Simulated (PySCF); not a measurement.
# C4H16BNSi: NMR shifts at several levels of theory, part 2 of 2

PySCF 2.14.0. Atoms count from 0.

**5. Nuclear shieldings: wB97X-D/pcSseg-1**

The job: settings as JSON, then the geometry in Å.

```
{"job": {"kind": "nmr", "xc": "wB97X-D", "basis": "pcSseg-1", "pop": false}, "charge": 0, "multiplicity": 1}
B      3.308612     0.012093     1.063725
N      1.712426     0.286602     0.948839
C      1.030224    -0.379841    -0.178119
Si    -0.839679    -0.050114    -0.330230
C     -1.455632    -0.983797    -1.837192
C     -1.109188     1.801487    -0.533947
C     -1.695936    -0.653759     1.233383
H      3.429096    -1.201228     1.196668
H      3.681500     0.641900     2.048445
H      3.793121     0.428177     0.016572
H      1.573988     1.296961     0.889503
H      1.282700     0.003321     1.831215
H      1.552403    -0.069510    -1.097271
H      1.230507    -1.458851    -0.082214
H     -1.271870    -2.065181    -1.739099
H     -0.951577    -0.635293    -2.752288
H     -2.538793    -0.837868    -1.974201
H     -2.180506     2.024990    -0.660218
H     -0.581147     2.185379    -1.421291
H     -0.761354     2.372981     0.342009
H     -2.782386    -0.482836     1.169957
H     -1.338033    -0.126839     2.132949
H     -1.535183    -1.732773     1.385753
```

With the program's defaults for keys left out, this is: GIAO wB97X-D/pcSseg-1 NMR shielding, non-relativistic, gas phase.

The log of the run:

```text
coarse grid: 18040 points
cycle   1  E = -530.9716942331  dE =  3.938e-01  |g| = 4.293e-01  |ddm| = 3.876e+00
cycle   2  E = -531.0111563008  dE = -3.946e-02  |g| = 2.666e-01  |ddm| = 6.559e-01
cycle   3  E = -531.0284799432  dE = -1.732e-02  |g| = 4.252e-02  |ddm| = 2.164e-01
cycle   4  E = -531.0288865661  dE = -4.066e-04  |g| = 1.780e-02  |ddm| = 5.291e-02
cycle   5  E = -531.0289595162  dE = -7.295e-05  |g| = 4.000e-03  |ddm| = 1.731e-02
cycle   6  E = -531.0289631868  dE = -3.671e-06  |g| = 1.224e-03  |ddm| = 4.983e-03
final grid: 164912 points
cycle   7  E = -531.0721469361  dE = -2.252e-04  |g| = 7.022e-03  |ddm| = 4.121e-02
cycle   8  E = -531.0721521215  dE = -5.185e-06  |g| = 5.927e-03  |ddm| = 9.660e-03
cycle   9  E = -531.0721591060  dE = -6.984e-06  |g| = 7.186e-04  |ddm| = 3.512e-03
cycle  10  E = -531.0721592339  dE = -1.278e-07  |g| = 3.376e-04  |ddm| = 1.103e-03
cycle  11  E = -531.0721592643  dE = -3.049e-08  |g| = 6.126e-05  |ddm| = 4.048e-04
cycle  12  E = -531.0721592656  dE = -1.285e-09  |g| = 1.532e-05  |ddm| = 1.150e-04
cycle  13  E = -531.0721592657  dE = -1.130e-10  |g| = 3.668e-06  |ddm| = 4.151e-05
converged SCF energy = -531.0721592657

GIAO shielding tensors (ppm)
atom      isotropic    diamagn.    paramagn.     s11        s22        s33       span
  0 B      121.616     184.277     -62.662    104.616    107.986    152.245     47.629
  1 N      216.946     321.055    -104.110    202.557    216.854    231.426     28.869
  2 C      144.913     258.350    -113.437    118.702    135.293    180.743     62.041
  3 Si     353.106     883.268    -530.161    343.138    357.752    358.430     15.292
  4 C      187.767     255.946     -68.180    185.716    186.108    191.476      5.761
  5 C      188.413     256.896     -68.483    183.408    186.488    195.342     11.933
  6 C      188.440     256.831     -68.391    183.610    186.444    195.267     11.656
  7 H       29.375      28.481       0.894     26.445     27.298     34.382      7.937
  8 H       29.190      27.886       1.304     25.976     27.026     34.568      8.592
  9 H       29.380      28.498       0.882     26.443     27.307     34.390      7.947
 10 H       29.296      34.850      -5.554     21.113     29.248     37.526     16.413
 11 H       29.298      34.783      -5.485     21.149     29.182     37.562     16.413
 12 H       29.328      34.709      -5.380     24.857     30.142     32.985      8.128
 13 H       29.323      34.677      -5.355     24.874     30.087     33.008      8.134
 14 H       31.345      31.534      -0.189     26.809     28.894     38.332     11.523
 15 H       31.348      31.554      -0.206     26.817     28.916     38.310     11.494
 16 H       31.287      29.983       1.303     26.843     28.546     38.471     11.628
 17 H       31.230      30.666       0.564     26.859     28.458     38.371     11.511
 18 H       31.404      32.313      -0.909     27.253     28.381     38.578     11.325
 19 H       31.420      33.294      -1.874     26.986     29.663     37.611     10.625
 20 H       31.237      30.642       0.594     26.860     28.474     38.376     11.516
 21 H       31.421      33.286      -1.866     26.947     29.700     37.615     10.668
 22 H       31.396      32.208      -0.813     27.232     28.347     38.608     11.375
```

Wall time 2.9 min (8 threads of Intel Xeon at 2.50GHz (Skylake/Cascade Lake), shared host).

This run: δ C2 39.6, C4 -3.7, B0 -20.0, N1 47.0, H10 2.08, H7 2.06 ppm (means over like atoms).

**6. NMR shieldings: KT2/pcSseg-1**

Settings changed since step 5:

```diff
@@ -1,2 +1,2 @@
-{"job": {"kind": "nmr", "xc": "wB97X-D", "basis": "pcSseg-1", "pop": false}, "charge": 0, "multiplicity": 1}
+{"job": {"kind": "nmr", "xc": "KT2", "basis": "pcSseg-1", "pop": false}, "charge": 0, "multiplicity": 1}
 B      3.308612     0.012093     1.063725
```

Method: GIAO KT2/pcSseg-1 NMR shielding, non-relativistic, gas phase.

The log of the run:

```text
coarse grid: 18040 points
cycle   1  E = -537.6513408618  dE =  1.134e-01  |g| = 7.387e-01  |ddm| = 4.028e+00
cycle   2  E = -537.5305801400  dE =  1.208e-01  |g| = 9.786e-01  |ddm| = 1.744e+00
cycle   3  E = -537.8157196687  dE = -2.851e-01  |g| = 6.678e-02  |ddm| = 1.036e+00
cycle   4  E = -537.8167887355  dE = -1.069e-03  |g| = 3.010e-02  |ddm| = 1.084e-01
cycle   5  E = -537.8170299675  dE = -2.412e-04  |g| = 5.883e-03  |ddm| = 3.230e-02
cycle   6  E = -537.8170359711  dE = -6.004e-06  |g| = 2.541e-03  |ddm| = 6.812e-03
final grid: 164912 points
cycle   7  E = -537.8240373945  dE = -2.174e-04  |g| = 2.004e-02  |ddm| = 4.672e-02
cycle   8  E = -537.8239419585  dE =  9.544e-05  |g| = 2.725e-02  |ddm| = 3.630e-02
cycle   9  E = -537.8241156369  dE = -1.737e-04  |g| = 3.576e-03  |ddm| = 2.336e-02
cycle  10  E = -537.8241179024  dE = -2.266e-06  |g| = 1.055e-03  |ddm| = 2.878e-03
cycle  11  E = -537.8241181670  dE = -2.645e-07  |g| = 1.226e-04  |ddm| = 8.615e-04
cycle  12  E = -537.8241181700  dE = -3.041e-09  |g| = 5.691e-05  |ddm| = 2.046e-04
cycle  13  E = -537.8241181710  dE = -9.527e-10  |g| = 7.478e-06  |ddm| = 6.852e-05
converged SCF energy = -537.8241181710

GIAO shielding tensors (ppm)
atom      isotropic    diamagn.    paramagn.     s11        s22        s33       span
  0 B      118.396     188.013     -69.618    100.202    103.117    151.868     51.666
  1 N      207.941     318.896    -110.955    195.564    209.721    218.539     22.975
  2 C      140.774     258.790    -118.016    113.125    130.759    178.439     65.314
  3 Si     363.285     887.042    -523.757    353.496    366.617    369.741     16.245
  4 C      186.416     255.365     -68.949    183.680    184.075    191.495      7.815
  5 C      187.460     256.237     -68.777    181.233    185.501    195.646     14.413
  6 C      187.476     256.170     -68.694    181.449    185.435    195.542     14.092
  7 H       28.999      28.571       0.427     26.255     26.757     33.984      7.729
  8 H       28.705      27.745       0.960     25.688     26.410     34.017      8.329
  9 H       29.003      28.592       0.411     26.250     26.766     33.993      7.743
 10 H       28.823      34.759      -5.936     20.740     29.219     36.510     15.771
 11 H       28.825      34.692      -5.867     20.774     29.155     36.548     15.774
 12 H       29.029      34.760      -5.731     25.012     29.909     32.167      7.155
 13 H       29.022      34.732      -5.710     25.031     29.850     32.184      7.153
 14 H       31.138      31.444      -0.306     26.725     28.712     37.978     11.253
 15 H       31.141      31.463      -0.322     26.733     28.731     37.958     11.226
 16 H       31.085      29.954       1.131     26.774     28.411     38.070     11.296
 17 H       31.056      30.625       0.431     26.839     28.383     37.946     11.107
 18 H       31.239      32.209      -0.970     27.173     28.228     38.316     11.142
 19 H       31.181      33.103      -1.922     26.824     29.471     37.249     10.425
 20 H       31.064      30.601       0.463     26.836     28.402     37.955     11.119
 21 H       31.182      33.097      -1.915     26.786     29.508     37.251     10.465
 22 H       31.231      32.108      -0.877     27.153     28.197     38.342     11.189
```

Run time: 84 s. Hardware: 8 threads of Intel Xeon at 2.50GHz (Skylake/Cascade Lake), shared host.

In short: δ C2 42.4, C4 -3.9, B0 -18.5, N1 56.4, H10 2.35, H7 2.28 ppm (means over like atoms).

**7. Shielding tensors: HF/pcSseg-1**

Settings changed since step 6:

```diff
@@ -1,2 +1,2 @@
-{"job": {"kind": "nmr", "xc": "KT2", "basis": "pcSseg-1", "pop": false}, "charge": 0, "multiplicity": 1}
+{"job": {"kind": "nmr", "xc": "HF", "basis": "pcSseg-1", "pop": false}, "charge": 0, "multiplicity": 1}
 B      3.308612     0.012093     1.063725
```

Level: GIAO HF/pcSseg-1 NMR shielding, non-relativistic, gas phase.

The log of the run:

```text
final grid: 164912 points
cycle   1  E = -528.7227191926  dE =  7.396e-01  |g| = 5.036e-01  |ddm| = 3.774e+00
cycle   2  E = -528.8073638397  dE = -8.464e-02  |g| = 1.904e-01  |ddm| = 6.873e-01
cycle   3  E = -528.8162629098  dE = -8.899e-03  |g| = 7.178e-02  |ddm| = 1.954e-01
cycle   4  E = -528.8177562697  dE = -1.493e-03  |g| = 1.006e-02  |ddm| = 8.435e-02
cycle   5  E = -528.8177918923  dE = -3.562e-05  |g| = 2.934e-03  |ddm| = 1.430e-02
cycle   6  E = -528.8177957507  dE = -3.858e-06  |g| = 7.730e-04  |ddm| = 5.079e-03
cycle   7  E = -528.8177960436  dE = -2.929e-07  |g| = 2.162e-04  |ddm| = 1.496e-03
cycle   8  E = -528.8177960683  dE = -2.466e-08  |g| = 4.780e-05  |ddm| = 4.336e-04
cycle   9  E = -528.8177960694  dE = -1.149e-09  |g| = 1.047e-05  |ddm| = 9.852e-05
cycle  10  E = -528.8177960695  dE = -5.684e-11  |g| = 3.155e-06  |ddm| = 2.443e-05
converged SCF energy = -528.8177960695

GIAO shielding tensors (ppm)
atom      isotropic    diamagn.    paramagn.     s11        s22        s33       span
  0 B      128.934     179.179     -50.246    114.246    117.350    155.205     40.959
  1 N      230.209     323.558     -93.349    215.115    226.077    249.434     34.320
  2 C      156.531     256.693    -100.161    133.399    147.930    188.265     54.866
  3 Si     393.302     878.895    -485.593    382.739    397.906    399.262     16.524
  4 C      194.015     255.468     -61.453    192.600    192.988    196.457      3.857
  5 C      194.384     256.295     -61.910    190.585    192.527    200.041      9.457
  6 C      194.421     256.230     -61.809    190.764    192.497    200.003      9.239
  7 H       29.820      28.341       1.478     26.612     27.961     34.885      8.273
  8 H       29.666      28.115       1.551     26.180     27.629     35.191      9.011
  9 H       29.824      28.348       1.475     26.611     27.970     34.891      8.280
 10 H       29.773      34.934      -5.161     21.271     29.167     38.881     17.610
 11 H       29.776      34.876      -5.101     21.311     29.098     38.917     17.606
 12 H       29.763      34.623      -4.859     24.885     30.247     34.157      9.272
 13 H       29.758      34.595      -4.837     24.898     30.192     34.185      9.287
 14 H       31.651      31.664      -0.013     26.840     29.069     39.043     12.203
 15 H       31.653      31.683      -0.030     26.845     29.092     39.020     12.175
 16 H       31.577      30.166       1.412     26.844     28.672     39.215     12.371
 17 H       31.512      30.820       0.692     26.844     28.542     39.151     12.307
 18 H       31.679      32.400      -0.721     27.287     28.535     39.214     11.927
 19 H       31.753      33.384      -1.631     27.070     29.841     38.349     11.278
 20 H       31.518      30.796       0.722     26.846     28.557     39.152     12.306
 21 H       31.754      33.375      -1.621     27.030     29.879     38.354     11.324
 22 H       31.670      32.295      -0.624     27.266     28.499     39.246     11.980
```

Run time: 30 s. Hardware: 8 threads of Intel Xeon at 2.50GHz (Skylake/Cascade Lake), shared host.

This run: δ C2 34.3, C4 -3.4, B0 -13.6, N1 35.5, H12 1.93, H7 1.92 ppm (means over like atoms).

**8. Side by side: NMR shifts**

Shifts (ppm) of some atoms, chosen among heavy atoms and hydrogens apart, means over like atoms, with basis size and wall time:

| run | C2 | C4 | H10 | H7 | B0 | N1 | Si3 | functions | time |
| --- | --- | --- | --- | --- | --- | --- | --- | --- | --- |
| PBE0/pcSseg-1 | 40.2 | -3.8 | 2.19 | 2.12 | -19.9 | 50.5 | -1.1 | 206 | 2.6 min |
| PBE/pcSseg-1 | 42.7 | -4.0 | 2.37 | 2.22 | -21.2 | 59.6 | -1.8 | 206 | 2.8 min |
| wB97X-D/pcSseg-1 | 39.6 | -3.7 | 2.08 | 2.06 | -20.0 | 47.0 | -0.2 | 206 | 2.9 min |
| KT2/pcSseg-1 | 42.4 | -3.9 | 2.35 | 2.28 | -18.5 | 56.4 | -2.2 | 206 | 84 s |
| HF/pcSseg-1 | 34.3 | -3.4 | 1.91 | 1.92 | -13.6 | 35.5 | 0.1 | 206 | 30 s |

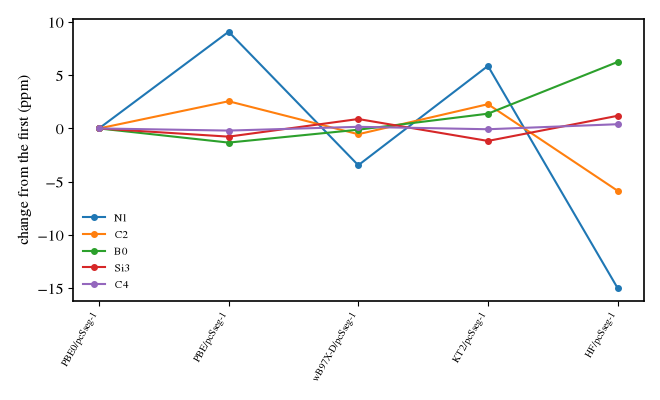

How five of the tabulated atoms move from run to run.

**9. Summary of results**

The summary covers parts 1 to 2.

```
                                                               quantity                       value
                                                            point group                          Cs
                                   rotational constants (main isotopes)        2.87, 1.08, 1.07 GHz
¹³C shifts against TMS (PBE0/pcSseg-1, means over atoms taken as alike)              40.2, -3.8 ppm
 ¹H shifts against TMS (PBE0/pcSseg-1, means over atoms taken as alike)  2.19, 2.12, 2.07, 0.03 ppm
                            ¹¹B shifts against BF3·OEt2 (PBE0/pcSseg-1)                   -19.9 ppm
                                 ¹⁵N shifts against NH3 (PBE0/pcSseg-1)                    50.5 ppm
                                ²⁹Si shifts against TMS (PBE0/pcSseg-1)                    -1.1 ppm
                                               range of the shift of N1            35.5 to 59.6 ppm
```

What this shows: Single values in the summary come from the first sound run of each kind (PBE0/pcSseg-1), which need not be the best level. Relaxing lowered the energy by 0.122 eV in 7 steps; the close pair that moved most is B0–H7, from 1.193 to 1.227 Å. No frequency check was run at this level, so the end point may be a saddle. At PBE0/pcSseg-1: The largest span, 62 ppm, is at C2, where the paramagnetic term is -114 ppm. In ppm, N1 moves most: its shift spreads over 24.1 ppm, from 35.5 (HF/pcSseg-1) to 59.6 (PBE/pcSseg-1).
